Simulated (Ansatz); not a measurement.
**BHClO (SMILES O[B]Cl) at U-wB97M-V/STO-3G**

Aim: the vertical ionisation energy of BHClO at U-wB97M-V/STO-3G, from 2 runs. 

Program for the calculation: Ansatz 0.2.0.

62 further runs of the same task are left out: 62 set aside as unsound or not needed.

### 1 The system as given

BHClO: 4 atoms, total charge 0, spin state doublet. SMILES: `O[B]Cl`. The coordinates come from a PBE0-D4/def2-TZVP relaxation.

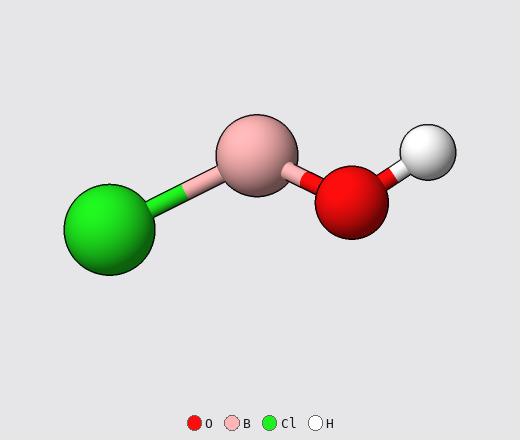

Viewed from a chosen angle; oxygen red, boron pink, chlorine green, hydrogen white.

### 2 A single-point energy at U-wB97M-V/STO-3G

Input file molecule.yaml:

```yaml
crystal:
  periodic: [false, false, false]
  atoms:
    - {symbol: O, position_ang: [0.545600, 0.191100, -0.589300]}
    - {symbol: B, position_ang: [-0.429900, 0.065600, 0.312600]}
    - {symbol: Cl, position_ang: [-0.557200, -1.323200, 1.352900]}
    - {symbol: H, position_ang: [0.497000, 1.006200, -1.096500]}
basis:
  gaussian: {orbitals: STO-3G}
magnetization: {spin_polarized: true, initial_magnetization: 1}
hamiltonian: {xc: {name: wB97M-V}}
accuracy: high
```

Command:

```console
$ ansatz run molecule.yaml --threads 1 --pin off --max-ram 2610MiB --events-out events.jsonl --progress --plain --runs-dir runs
```

Output:

```text
Warning: RAYON_NUM_THREADS=1 ignored (pool sized by the plan → 1); use --threads N
Functional definition: wB97M-V
  name "wB97M-V"
  parameter omega = 0.3/bohr
  parameter cx = 0.15
  parameter cx01 = 1.007
  parameter cx10 = 0.259
  parameter css00 = 0.443
  parameter css04 = -1.437
  parameter css10 = -4.535
  parameter css20 = -3.390
  parameter css43 = 4.278
  parameter cos00 = 1.000
  parameter cos10 = 1.358
  parameter cos20 = 2.924
  parameter cos21 = -8.812
  parameter cos60 = -1.390
  parameter cos61 = 9.142
  parameter b = 6.0
  parameter c = 0.01
  gx(w, u) = 1 - cx + cx01*u + cx10*w
  gss(w, u) = css00 + css04*u^4 + css10*w + css20*w^2 + css43*w^4*u^3
  gos(w, u) = cos00 + cos10*w + (cos20 + cos21*u)*w^2 + (cos60 + cos61*u)*w^6
  exchange = spin_sum(e_x_unif_sr(omega)*gx(b97_w, b97_u_x)) + cx*exact_x_sr(omega) + exact_x_lr(omega)
  correlation = spin_sum(e_c_pw_mod_same_spin*gss(b97_w, b97_u_same))
      + integral(e_c_pw_mod_opposite_spin*gos(b97_w_opposite, b97_u_opposite)) + vv10(b, c)
349 factors; integrals over basis functions are off by at most 3.1e-8 eV
139 factors; integrals over basis functions are off by at most 7.9e-10 eV
mean field evaluation 1: about -15088.2417 eV, gradient 1.3e1 eV
mean field evaluation 2: about -15089.3268 eV, gradient 9.1e0 eV
mean field evaluation 4: about -15089.8324 eV, gradient 6.4e-1 eV
mean field evaluation 8: about -15089.8278 eV, gradient 1.4e-2 eV
mean field evaluation 16: about -15089.8278 eV, gradient 3.0e-6 eV
mean field -15089.82778309 eV, -554.5409427760 hartree, gradient 4.4e-8 eV, S^2 0.752217; 0 other end points of the search recorded, 0 dependent functions left out
reference -15089.82778507 eV, -554.5409428487 hartree; 16, 15 occupied and 4, 5 virtual orbitals, 349 factors
Total energy: -15089.82778507 eV, -554.5409428487 hartree
```

Wall time 21 s (1 thread of Arm Neoverse V1, shared host); peak memory 0.45 GiB.

### 3 The singlet cation, same level

Input file input.yaml:

```yaml
crystal:
  periodic: [false, false, false]
  atoms:
    - {symbol: O, position_ang: [0.545600, 0.191100, -0.589300]}
    - {symbol: B, position_ang: [-0.429900, 0.065600, 0.312600]}
    - {symbol: Cl, position_ang: [-0.557200, -1.323200, 1.352900]}
    - {symbol: H, position_ang: [0.497000, 1.006200, -1.096500]}
basis:
  gaussian:
    orbitals: STO-3G
total_charge: 1
hamiltonian:
  xc: {name: wB97M-V}
accuracy: high
```

Command:

```console
$ ansatz run input.yaml --threads 1 --pin off --max-ram 2610MiB --events-out events.jsonl --progress --plain --runs-dir runs
```

Output, cut to the lines that bear on the results:

```text
Warning: RAYON_NUM_THREADS=1 ignored (pool sized by the plan → 1); use --threads N
[... 2 set-up lines as earlier in the session ...]
[...]
  gx(w, u) = 1 - cx + cx01*u + cx10*w
  gss(w, u) = css00 + css04*u^4 + css10*w + css20*w^2 + css43*w^4*u^3
  gos(w, u) = cos00 + cos10*w + (cos20 + cos21*u)*w^2 + (cos60 + cos61*u)*w^6
[...]
      + integral(e_c_pw_mod_opposite_spin*gos(b97_w_opposite, b97_u_opposite)) + vv10(b, c)
349 factors; integrals over basis functions are off by at most 3.1e-8 eV
139 factors; integrals over basis functions are off by at most 8.0e-10 eV
[...]
mean field -15083.29704544 eV, -554.3009425938 hartree, gradient 3.4e-8 eV, S^2 0.000000; 0 other end points of the search recorded, 0 dependent functions left out
reference -15083.29704741 eV, -554.3009426664 hartree; 15, 15 occupied and 5, 5 virtual orbitals, 349 factors
Total energy: -15083.29704741 eV, -554.3009426664 hartree
```

Wall time 16 s (1 thread of Arm Neoverse V1, shared host); peak memory 0.25 GiB.

### 4 Outcome

Level: U-wB97M-V/STO-3G.

```
                                          quantity          value
                       doublet BHClO: total energy  -554.54094 Eh
                               doublet BHClO: ⟨S²⟩          0.752
                      singlet cation: total energy  -554.30094 Eh
vertical ionisation energy (to the singlet cation)       6.531 eV
```

Removing an electron at fixed nuclei costs 6.53 eV (630 kJ/mol). Only the singlet of the ionised species was computed; a triplet could lie lower. In a minimal basis such a difference can be off by several eV, whatever the method.
